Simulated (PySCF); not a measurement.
**Run report: C5H9N2 (charge +1), spin–spin coupling calculation**

System: C5H9N2, charge +1.
Method: B3LYP/6-31G indirect spin-spin coupling, non-relativistic, IEF-PCM chloroform (PySCF 2.14.0).

The geometry comes from this level: GFN2-xTB. It belongs to a series of runs on one base structure; here: solvent chloroform; B3LYP/6-31G. Figures and captions count atoms from 1; the log counts them from 0 in places.

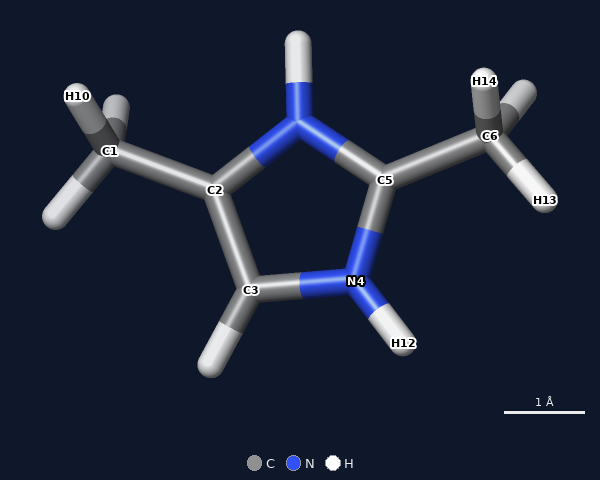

Figure 1. The structure (stick view, seen at a tilt; atoms are numbered from 1 in the order of the input).

Input file
```
{"job": {"kind": "j", "xc": "B3LYP", "basis": "6-31G", "solvent": "chloroform"}, "charge": 1, "multiplicity": 1}
C     -2.536638     0.238007    -0.096257
C     -1.119760    -0.177877    -0.089644
C     -0.536620    -1.408982    -0.112616
N      0.820401    -1.219128    -0.083655
C      1.090647     0.083723    -0.044185
C      2.423799     0.707905     0.005911
N     -0.082173     0.725500    -0.049204
H     -2.746944     0.878313    -0.951639
H     -3.181447    -0.633282    -0.146460
H     -2.776996     0.795777     0.807896
H     -0.979932    -2.382166    -0.148320
H      1.507973    -1.959797    -0.094156
H      3.204384    -0.047227    -0.010655
H      2.533757     1.301935     0.913386
H      2.568501     1.376550    -0.842416
H     -0.196550     1.729693    -0.027901
```

The first line tells a small driver script what to run in PySCF; the rest is the geometry in Å.

Run as:
```bash
OMP_NUM_THREADS=1 python <driver script> task.json out
```

The program's output
```
coarse grid: 13136 points
cycle   1  E = -305.2591534065  dE =  1.495e+00  |g| = 3.683e-01  |ddm| = 3.878e+00
cycle   2  E = -305.2467980378  dE =  1.236e-02  |g| = 4.309e-01  |ddm| = 9.558e-01
cycle   3  E = -305.2952896510  dE = -4.849e-02  |g| = 6.107e-02  |ddm| = 4.879e-01
cycle   4  E = -305.2961332866  dE = -8.436e-04  |g| = 2.598e-02  |ddm| = 9.277e-02
cycle   5  E = -305.2963103450  dE = -1.771e-04  |g| = 4.301e-03  |ddm| = 2.871e-02
cycle   6  E = -305.2963138519  dE = -3.507e-06  |g| = 1.512e-03  |ddm| = 4.240e-03
final grid: 126376 points
cycle   7  E = -305.2379735357  dE = -1.569e-05  |g| = 5.515e-03  |ddm| = 2.286e-02
cycle   8  E = -305.2379738194  dE = -2.837e-07  |g| = 5.511e-03  |ddm| = 1.098e-02
cycle   9  E = -305.2379817283  dE = -7.909e-06  |g| = 7.026e-04  |ddm| = 5.456e-03
cycle  10  E = -305.2379818466  dE = -1.182e-07  |g| = 1.358e-04  |ddm| = 7.576e-04
cycle  11  E = -305.2379818504  dE = -3.817e-09  |g| = 5.873e-05  |ddm| = 1.770e-04
cycle  12  E = -305.2379818512  dE = -8.372e-10  |g| = 8.623e-06  |ddm| = 5.917e-05
```

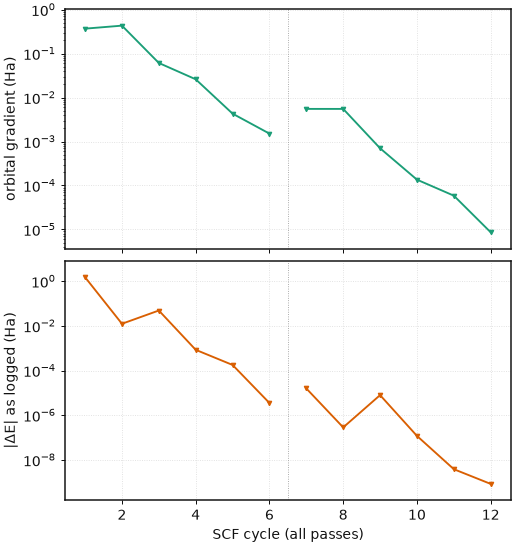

Figure 2. Convergence of the self-consistent field: orbital gradient and size of the energy change against the SCF cycle. The dotted line marks the change from a coarse to the final integration grid. The first 6 cycles use a coarse grid, the final grid takes over at cycle 7, and the field converges after 12 cycles in all.

```
converged SCF energy = -305.2379818512

Indirect spin-spin couplings (Hz)
  i      j    bonds     total        FC       PSO       DSO        SD
  0 C    1 C    1     60.140    60.873    -0.987     0.253         -
  0 C    2 C    2      2.207     2.434    -0.197    -0.030         -
  0 C    3 N    3     -1.111    -1.175     0.035     0.035    -0.006
  0 C    4 C    3      1.822     1.953    -0.044    -0.087         -
  0 C    6 N    2     -0.710    -0.871     0.167     0.001    -0.007
  0 C    7 H    1    152.504   150.683     1.078     0.743         -
  0 C    8 H    1    153.514   151.729     1.052     0.733         -
  0 C    9 H    1    152.405   150.583     1.079     0.743         -
  0 C   10 H    3      1.455     1.550     0.035    -0.130         -
  0 C   13 H    5     -0.338    -0.226     0.077    -0.189         -
  0 C   14 H    5     -0.329    -0.217     0.078    -0.190         -
  0 C   15 H    3      1.156     1.194    -0.006    -0.031         -
  1 C    2 C    1     89.094    95.835    -7.049     0.308         -
  1 C    3 N    2     -1.229    -1.312     0.090    -0.010     0.004
  1 C    4 C    2      1.370     1.638    -0.283     0.015         -
  1 C    5 C    3      1.330     1.481    -0.063    -0.089         -
  1 C    6 N    1    -16.142   -18.626     2.780    -0.136    -0.161
  1 C    7 H    2     -9.794    -9.797     0.007    -0.005         -
  1 C    8 H    2     -4.032    -3.929    -0.103    -0.001         -
  1 C    9 H    2     -9.868    -9.879     0.013    -0.002         -
  1 C   10 H    2      3.902     5.189    -0.921    -0.366         -
  1 C   11 H    3      4.946     5.568     0.087    -0.710         -
  1 C   12 H    4      0.374     0.684     0.049    -0.359         -
  1 C   15 H    2      1.289     2.544    -0.760    -0.495         -
  2 C    3 N    1    -17.140   -19.531     2.608    -0.121    -0.095
  2 C    4 C    2      0.726     1.003    -0.278     0.000         -
  2 C    5 C    3      1.411     1.581    -0.071    -0.099         -
  2 C    6 N    2     -1.819    -1.916     0.061    -0.008     0.044
  2 C    7 H    3      6.918     7.128     0.107    -0.317         -
  2 C    8 H    3      4.277     4.401    -0.224     0.099         -
  2 C    9 H    3      6.837     7.043     0.101    -0.307         -
  2 C   10 H    1    199.615   198.298     0.246     1.071         -
  2 C   11 H    2      1.228     2.477    -0.649    -0.600         -
  2 C   12 H    4     -0.425    -0.148     0.044    -0.321         -
  2 C   13 H    4      0.470     0.737     0.079    -0.346         -
  2 C   14 H    4      0.461     0.731     0.080    -0.350         -
  2 C   15 H    3      4.611     5.238     0.125    -0.753         -
  3 N    4 C    1    -23.250   -26.512     4.069    -0.138    -0.670
  3 N    5 C    2     -0.624    -0.823     0.207     0.010    -0.018
  3 N    6 N    2      1.907     1.838    -0.132     0.003     0.198
  3 N    7 H    4      0.365     0.250    -0.024     0.129     0.010
  3 N    8 H    4      0.170     0.090    -0.024     0.114    -0.010
  3 N    9 H    4      0.400     0.287    -0.024     0.128     0.009
  3 N   10 H    2     -2.438    -2.900     0.341     0.127    -0.006
  3 N   11 H    1    -98.419   -96.480    -1.360    -0.474    -0.104
  3 N   12 H    3     -2.236    -2.358     0.136    -0.049     0.035
  3 N   13 H    3     -2.564    -2.673    -0.024     0.129     0.004
  3 N   14 H    3     -2.667    -2.780    -0.026     0.133     0.006
  3 N   15 H    3     -3.260    -3.550    -0.045     0.311     0.024
  4 C    5 C    1     62.710    63.690    -1.250     0.270         -
  4 C    6 N    1    -22.707   -25.915     3.902    -0.141    -0.553
  4 C    7 H    4      0.209     0.416     0.064    -0.272         -
  4 C    8 H    4      0.191     0.489     0.058    -0.356         -
  4 C    9 H    4      0.230     0.437     0.063    -0.270         -
  4 C   10 H    3      4.715     5.218     0.100    -0.602         -
  4 C   11 H    2      5.318     7.015    -1.136    -0.561         -
  4 C   12 H    2     -5.775    -5.643    -0.147     0.015         -
  4 C   13 H    2     -8.300    -8.343     0.009     0.034         -
  4 C   14 H    2     -8.182    -8.218     0.006     0.030         -
  4 C   15 H    2      5.784     7.423    -1.113    -0.526         -
  5 C    6 N    2     -0.616    -0.825     0.218     0.007    -0.017
  5 C    7 H    5     -0.312    -0.201     0.078    -0.190         -
  5 C    9 H    5     -0.327    -0.215     0.078    -0.190         -
  5 C   11 H    3      1.066     1.190    -0.028    -0.096         -
  5 C   12 H    1    155.077   153.301     1.033     0.743         -
  5 C   13 H    1    154.304   152.528     1.036     0.741         -
  5 C   14 H    1    154.310   152.535     1.035     0.740         -
  5 C   15 H    3      0.967     1.058    -0.023    -0.068         -
  6 N    7 H    3     -1.298    -1.336     0.054    -0.013    -0.003
  6 N    8 H    3     -5.439    -5.545    -0.045     0.172    -0.021
  6 N    9 H    3     -1.220    -1.257     0.050    -0.009    -0.004
  6 N   10 H    3     -3.194    -3.411    -0.035     0.240     0.013
  6 N   11 H    3     -2.865    -3.164    -0.034     0.311     0.022
  6 N   12 H    3     -3.951    -4.091    -0.038     0.182    -0.004
  6 N   13 H    3     -1.603    -1.683     0.070     0.006     0.005
  6 N   14 H    3     -1.582    -1.666     0.073     0.004     0.007
  6 N   15 H    1    -97.151   -95.164    -1.395    -0.501    -0.091
  7 H    8 H    2    -20.388   -18.927     1.063    -2.523         -
  7 H    9 H    2    -23.052   -21.839     1.208    -2.421         -
  7 H   10 H    4     -2.982    -2.199     0.463    -1.246         -
  7 H   11 H    5     -0.764     0.263     0.534    -1.562         -
  7 H   12 H    6     -0.551     0.010     0.352    -0.913         -
  7 H   14 H    6      0.340     0.584     0.114    -0.358         -
  7 H   15 H    4     -0.192    -0.450    -0.273     0.530         -
  8 H    9 H    2    -20.546   -19.101     1.064    -2.509         -
  8 H   10 H    4      0.227    -0.221    -0.369     0.817         -
  8 H   11 H    5     -0.680     0.163     0.466    -1.309         -
  8 H   12 H    6     -0.423     0.154     0.377    -0.954         -
  8 H   13 H    6     -0.566    -0.011     0.353    -0.908         -
  8 H   14 H    6     -0.570    -0.016     0.353    -0.908         -
  8 H   15 H    4     -1.506    -0.373     0.683    -1.815         -
  9 H   10 H    4     -3.057    -2.294     0.449    -1.212         -
  9 H   11 H    5     -0.786     0.236     0.531    -1.553         -
  9 H   12 H    6     -0.548     0.013     0.351    -0.911         -
  9 H   13 H    6      0.372     0.614     0.110    -0.352         -
  9 H   15 H    4     -0.257    -0.466    -0.242     0.451         -
 10 H   11 H    3      2.803     3.521     0.187    -0.905         -
 10 H   12 H    5     -0.489     0.233     0.403    -1.125         -
 10 H   13 H    5     -1.238    -0.340     0.495    -1.393         -
 10 H   14 H    5     -1.200    -0.297     0.499    -1.401         -
 11 H   12 H    4      0.508    -0.256    -0.610     1.374         -
 11 H   13 H    4     -2.154    -1.302     0.451    -1.304         -
 11 H   14 H    4     -2.143    -1.275     0.463    -1.331         -
 11 H   15 H    4      0.354     2.465     0.925    -3.037         -
 12 H   13 H    2    -20.894   -19.466     1.060    -2.488         -
 12 H   14 H    2    -20.843   -19.407     1.057    -2.492         -
 12 H   15 H    4     -1.410    -0.226     0.681    -1.866         -
 13 H   14 H    2    -25.338   -24.170     1.215    -2.383         -
 13 H   15 H    4     -0.974    -1.086    -0.214     0.327         -
 14 H   15 H    4     -0.906    -1.049    -0.234     0.378         -
```

Results in brief

```tsv
quantity	value
outcome	converged
total energy	−305.237982 hartree
HOMO	−7.95 eV
LUMO	−1.42 eV
hardware	1 CPU thread, shared host
wall time	13 s
peak memory	0.57 GiB
```

Notes

Settings chosen away from the usual ones: solvent chloroform; B3LYP/6-31G.
